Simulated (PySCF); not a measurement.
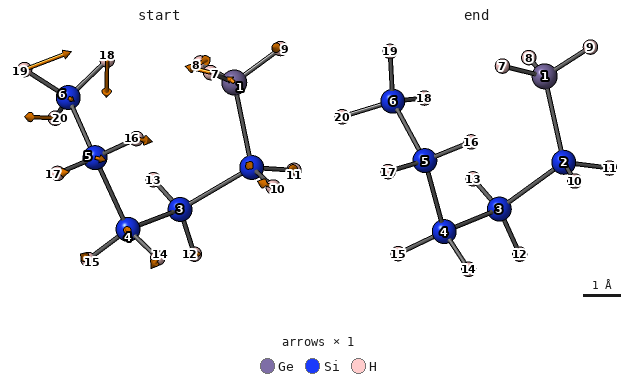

The structure of GeSi5H14 before (left) and after (right) a relaxation, at one scale. The orange arrows give the displacements, at their true length.

Style: ball-and-stick. Shown at a tilt.

The start comes from GFN2-xTB. Its atoms were then displaced at random by about 0.03 Å.

The calculation used PySCF, PBE0-D3(BJ)/def2-SVP geometry optimisation, gas phase. 

Q: Describe what moved and what it gained.

A: The largest moves after the best rigid fit, 1.39 Å, are those of H18 and H19. By element the largest moves are H 1.39 Å, Si 0.34 Å, Ge 0.27 Å. Among the contacts that change: Si3–Si4 2.461 → 2.346 Å, Si4–H14 1.386 → 1.497 Å, Ge1–H7 1.437 → 1.540 Å, Si5–Si6 2.290 → 2.347 Å. Bond angles that change, for instance: Si4–Si5–Si6 117.4° → 108.3°, Si5–Si4–H14 116.7° → 110.5°, Si3–Si2–H11 115.6° → 109.8°. Groups turn about Si5–Si6 by about 50°. Over 22 geometry steps the energy falls by 61.5 kJ/mol.
